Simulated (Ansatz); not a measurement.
# CH4ClFN2Si (SMILES N=C(F)[SiH](N)Cl): what the fields show

Input

```
crystal:
  periodic: [false, false, false]
  atoms:
    - {symbol: N, position_ang: [1.536713, -1.057103, -0.197726]}
    - {symbol: C, position_ang: [0.527786, -0.706507, -0.841859]}
    - {symbol: F, position_ang: [0.314522, -1.091413, -2.122636]}
    - {symbol: Si, position_ang: [-0.793217, 0.440129, -0.114685]}
    - {symbol: N, position_ang: [-0.436302, 0.493304, 1.532012]}
    - {symbol: Cl, position_ang: [-0.624031, 2.214649, -1.150449]}
    - {symbol: H, position_ang: [2.170006, -1.648294, -0.738475]}
    - {symbol: H, position_ang: [-2.163049, -0.037432, -0.385136]}
    - {symbol: H, position_ang: [-0.960898, 1.032549, 2.198856]}
    - {symbol: H, position_ang: [0.511569, 0.309018, 1.823098]}
basis:
  gaussian: {orbitals: def2-TZVPP}
hamiltonian: {xc: pbe0, dispersion: d4}
output: {orbitals: {seedname: orbitals}}
```

Run with:

```sh
ansatz run in.yaml --threads 4 --pin off --events-out ev --progress --plain --max-ram 10444MiB
```

Geometry: PBE0-D4/def2-TZVP.

Computed with RKS PBE0-D4/def2-TZVPP in Ansatz.

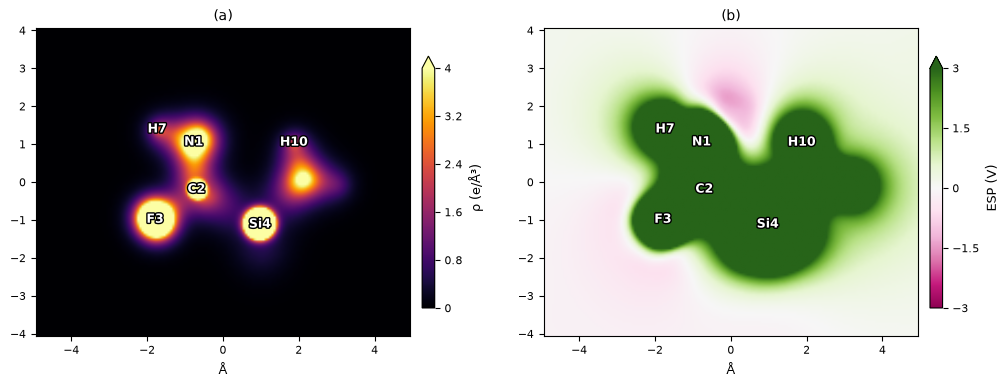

Figure 1. (a) total electron density; (b) electrostatic potential on the plane of atoms N1, C2 and F3.

**Interpret the plot.**

- The section cuts through N, C, F, Si and H sites.
- C–N (1.25 Å): the density is about 3 e/Å³ at the midpoint.
- C–F (1.35 Å): ρ is about 2.2 e/Å³ halfway, with its minimum of 1.7 e/Å³ about 0.5 Å from C.
- C–Si (1.89 Å): ρ at the midpoint is about 0.98 e/Å³.
- N–H (1.02 Å): ρ is about 2.9 e/Å³ halfway.
- Outside the dense part of the molecule the potential is most negative (−1.4 V) near N1.

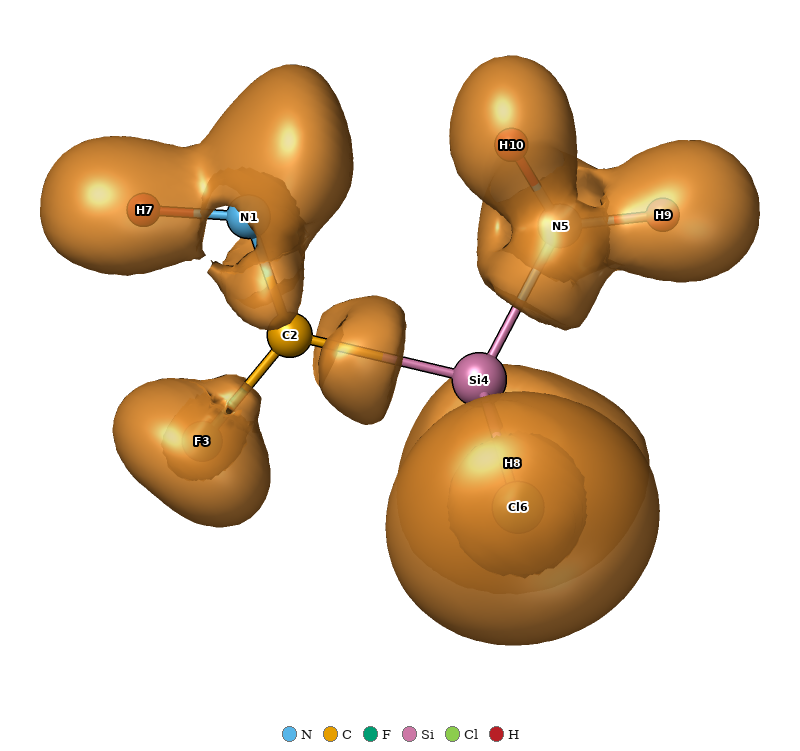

Figure 2. Isosurface of the electron localisation function at 0.75 (orange), seen across its widest extent. Only the valence region is drawn (cores and ρ < 0.01 e/Å³ removed).

**What do the ELF domains correspond to?**

At this value the surface marks out one region between bonded C–Si atoms (shared pairs), one region around a hydrogen nucleus, one region on Cl in which the atom's valence shell and bonds are merged, one region on F in which the atom's valence shell and bonds are merged and two joined regions spread over several atoms (H, N), in which their bonds and any lone pairs are merged. Profiles from the grid: C–N (1.25 Å): the ELF peaks at about 0.90 between the atoms; a short, multiple covalent bond. C–F (1.35 Å): the ELF peaks at about 0.80 between the atoms, as expected for a polar covalent bond.

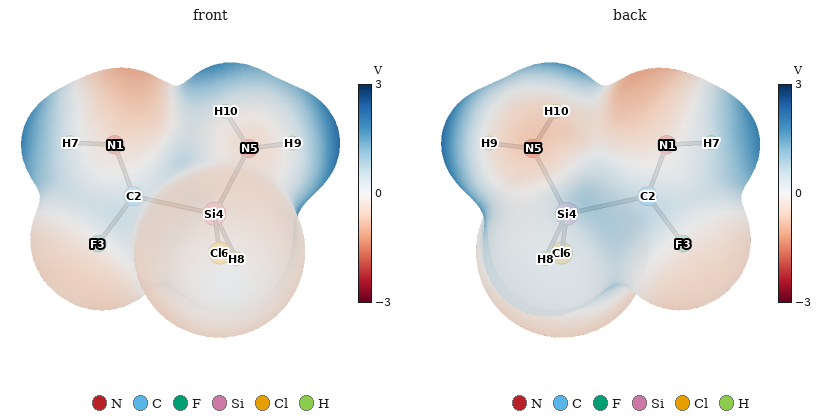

Figure 3. The molecular electrostatic potential painted on the density surface at 0.002 e/bohr³, seen from the front and from behind; the colour scale runs from red (negative) to blue (positive).

**Describe the electrostatic potential map.**

The most negative region (about −1.0 V, or −23 kcal/mol for a unit charge) lies over N1, the most positive (about +2.2 V, or +51 kcal/mol for a unit charge) over H9. N1 is the likeliest acceptor of a hydrogen bond.

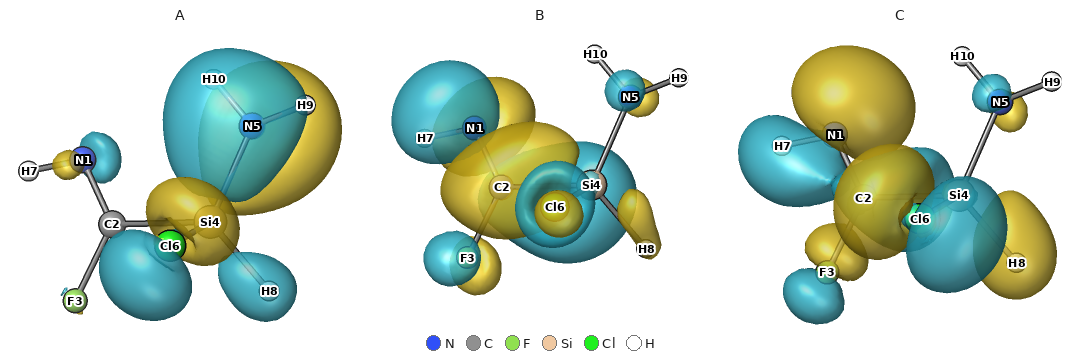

Figure 4. Three frontier orbitals at ±0.1 Å⁻³ᐟ² (yellow and cyan are the two phases), in no order.

**Order the three orbitals by energy and name them.**

C is the HOMO−1 (−8.70 eV). Its weight (Hirshfeld) is mainly on N1 (about 35 %), Cl6 (about 25 %), C2 (about 10 %), Si4 (about 10 %) and F3 (about 5 %). A is the HOMO (−8.12 eV). It lies mainly on N5 (about 65 %), Cl6 (about 10 %) and Si4 (about 10 %). B is the LUMO (−0.93 eV). Its weight (Hirshfeld) is mainly on C2 (about 35 %), N1 (about 30 %), Si4 (about 20 %) and Cl6 (about 5 %); π-antibonding (π*) across C2–N1.

**What is the HOMO–LUMO gap?**

7.19 eV between the orbital energies.
